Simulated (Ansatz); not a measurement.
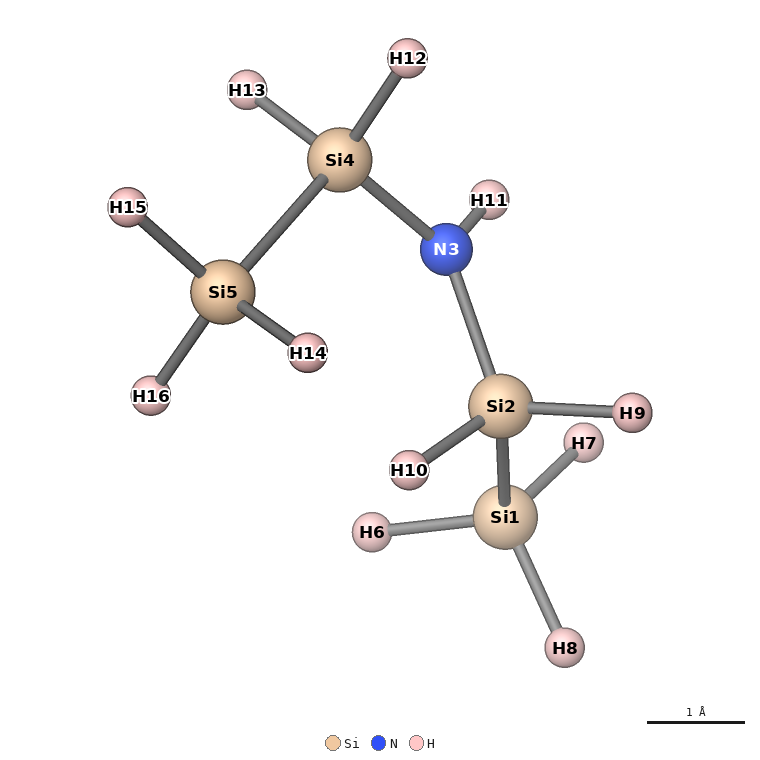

Orthographic view. Atoms fade into the background with distance from the viewer. The geometry was computed by an optimisation with PBE0-D4/def2-TZVP.

List the bonded neighbours of every atom.

Si1: Si2, H6, H7, H8
Si2: Si1, N3, H9, H10
N3: Si2, Si4, H11
Si4: N3, Si5, H12, H13
Si5: Si4, H14, H15, H16
(terminal hydrogens appear only as neighbours)
